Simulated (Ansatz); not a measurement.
**Frequency calculation of AlN₃H₈**

System: AlN₃H₈.
Method: RKS PBE0/6-31G* (Ansatz 0.2.0).

It belongs to a series of runs on one base structure; here: vibrations at the highest image of the band.

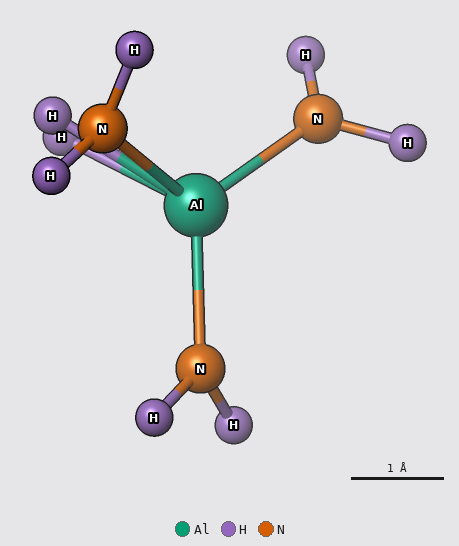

Fig. 1: The input geometry (ball-and-stick view, seen at a tilt). Sticks mark near contacts. Bond lengths as drawn: Al–H 1.84 to 1.86 Å, Al–N 1.79 to 1.91 Å and H–N 1.01 to 1.02 Å.

### Input file
```yaml
crystal:
  periodic: [false, false, false]
  atoms:
    - { symbol: Al, position_ang: [0.031721, 0.493412, -0.179895] }
    - { symbol: H, position_ang: [-0.255233, -0.066672, 1.571174] }
    - { symbol: "N", position_ang: [1.596734, 0.081898, -0.935637] }
    - { symbol: H, position_ang: [1.778731, -0.799644, -1.394663] }
    - { symbol: H, position_ang: [2.462708, 0.580766, -0.788847] }
    - { symbol: "N", position_ang: [-1.542463, 0.068221, -0.915854] }
    - { symbol: H, position_ang: [-2.292069, -0.388007, -0.416019] }
    - { symbol: H, position_ang: [-1.70203, 0.016015, -1.912127] }
    - { symbol: "N", position_ang: [0.117881, 2.091761, 0.857444] }
    - { symbol: H, position_ang: [0.985883, 2.57547, 1.065696] }
    - { symbol: H, position_ang: [-0.645881, 2.759072, 0.808513] }
    - { symbol: H, position_ang: [-0.141382, 0.932607, 1.603015] }
basis:
  gaussian: { orbitals: "6-31G*" }
hamiltonian:
  xc: pbe0
phonons: {}
```

Launch command:
```bash
ansatz run input.yaml --threads 1 --pin off --max-ram 2048MiB --backend cpu --events-out ev --progress --plain --runs-dir out
```

### What the program printed
```
Engine: ansatz 0.2.0, x86_64-unknown-linux-gnu
Functional definition: PBE0
  parameter a = 0.25
  parameter kappa = 0.804
  parameter beta = 0.06672455060314922
  exchange = (1 - a)*pbe_x(kappa = kappa, mu = beta*pi^2/3) + a*exact_x
  correlation = pbe_c(beta = beta)
922 factors; integrals over basis functions are off by at most 5.9e-4 eV
mean field evaluation 1: about -11174.5109 eV, gradient 8.7e1 eV
mean field evaluation 2: about -11157.9956 eV, gradient 1.2e2 eV
mean field evaluation 4: about -11189.1642 eV, gradient 2.2e0 eV
mean field evaluation 8: about -11189.1928 eV, gradient 2.3e-2 eV
mean field -11189.19282634 eV, -411.1952520608 hartree, gradient 1.1e-5 eV, S^2 0.000000; 0 other end points of the search recorded, 0 dependent functions left out
the calculation of the forces begins
reference -11189.19286032 eV, -411.1952533095 hartree; 21, 21 occupied and 59, 59 virtual orbitals, 922 factors
these checks for a lower state are left out or cut short: stability, starts, cluster_reference, orbital_swaps, neighbouring_geometries, increment
922 factors; integrals over basis functions are off by at most 5.9e-4 eV
mean field evaluation 16: about -11189.1744 eV, gradient 1.5e-1 eV
mean field -11189.19271714 eV, -411.1952480475 hartree, gradient 1.2e-6 eV, S^2 0.000000; 0 other end points of the search recorded, 0 dependent functions left out
[... from here on the field's lines of each further geometry are left out, up to the last ...]
the calculation of the forces begins
reference -11189.19283290 eV, -411.1952523018 hartree; 21, 21 occupied and 59, 59 virtual orbitals, 922 factors
these checks for a lower state are left out or cut short: stability, starts, cluster_reference, orbital_swaps, neighbouring_geometries, increment
922 factors; integrals over basis functions are off by at most 5.9e-4 eV
mean field -11189.19279385 eV, -411.1952508666 hartree, gradient 1.9e-6 eV, S^2 0.000000; 0 other end points of the search recorded, 0 dependent functions left out
the calculation of the forces begins
reference -11189.19282783 eV, -411.1952521154 hartree; 21, 21 occupied and 59, 59 virtual orbitals, 922 factors
WARN: phonons: modes at or below zero, which the zero-point energy, F, S and C_V leave out: 1, the lowest at -1263.86 cm⁻¹. A minimum has none, and a first-order saddle one
Total energy: -11189.19286032 eV, -411.1952533095 hartree
Atom 0 at     0.031721     0.493412    -0.179895 Å, force     0.006490    -0.001053     0.003240 eV/Å
Atom 1 at    -0.255233    -0.066672     1.571174 Å, force    -0.004824    -0.004649    -0.004713 eV/Å
Atom 2 at     1.596734     0.081898    -0.935637 Å, force    -0.003513     0.000225    -0.000536 eV/Å
Atom 3 at     1.778731    -0.799644    -1.394663 Å, force     0.000313    -0.001091    -0.000549 eV/Å
Atom 4 at     2.462708     0.580766    -0.788847 Å, force     0.000806     0.000393     0.000935 eV/Å
Atom 5 at    -1.542463     0.068221    -0.915854 Å, force     0.005623     0.000826     0.005114 eV/Å
Atom 6 at    -2.292069    -0.388007    -0.416019 Å, force    -0.004422    -0.000827    -0.002838 eV/Å
Atom 7 at    -1.702030     0.016015    -1.912127 Å, force    -0.002087    -0.000895    -0.000868 eV/Å
Atom 8 at     0.117881     2.091761     0.857444 Å, force    -0.009996     0.005692    -0.002914 eV/Å
Atom 9 at     0.985883     2.575470     1.065696 Å, force     0.001405    -0.003771     0.001725 eV/Å
Atom 10 at    -0.645881     2.759072     0.808513 Å, force     0.000771    -0.000489     0.000410 eV/Å
Atom 11 at    -0.141382     0.932607     1.603015 Å, force     0.009435     0.005640     0.000995 eV/Å
Dipole moment:     0.094059     0.245264     0.008613 e Å
Vibrations: -1263.86 157.42 182.70 214.60 256.34 280.70 281.22 301.22 334.41 508.30 589.24 623.74 665.51 705.73 726.62 787.33 884.90 892.20 1493.56 1576.82 1608.08 1615.20 1735.60 1808.94 3557.41 3617.78 3619.60 3667.28 3713.02 3716.39 cm⁻¹, zero-point energy 2.487239 eV
```

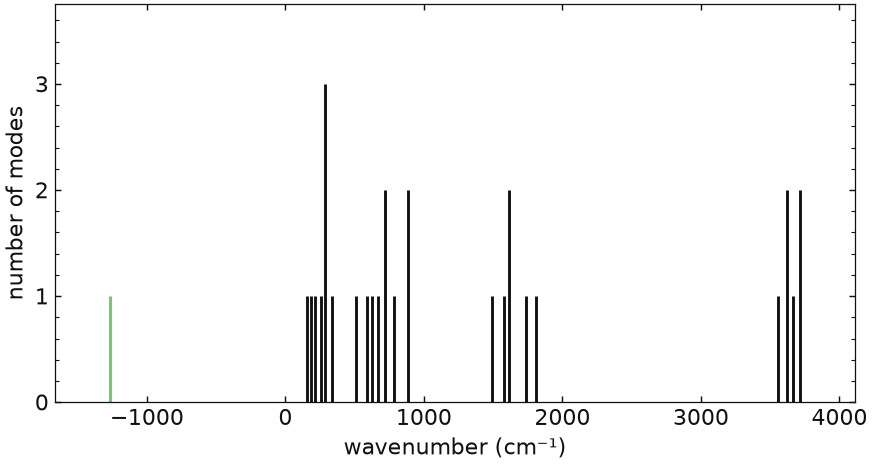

Fig. 2: Harmonic vibrational wavenumbers from the force constants; neighbouring modes closer than 23 cm⁻¹ are counted in one stick, and imaginary ones are drawn at negative wavenumbers. 30 modes from 1264i to 3716 cm⁻¹, 1 imaginary beyond 8i (1264i cm⁻¹): a first-order saddle point, if the geometry is stationary.

### Results in brief

- outcome: converged
- total energy: −11189.1929 eV
- mean-field energy: −11189.1929 eV
- largest force (length of the vector): 0.012 eV/Å
- hardware: 1 thread of Intel Xeon @ 2.50GHz (Skylake/Cascade Lake), 32 GiB of memory available, shared host
- wall time: 3.9 min
- peak memory: 0.17 GiB
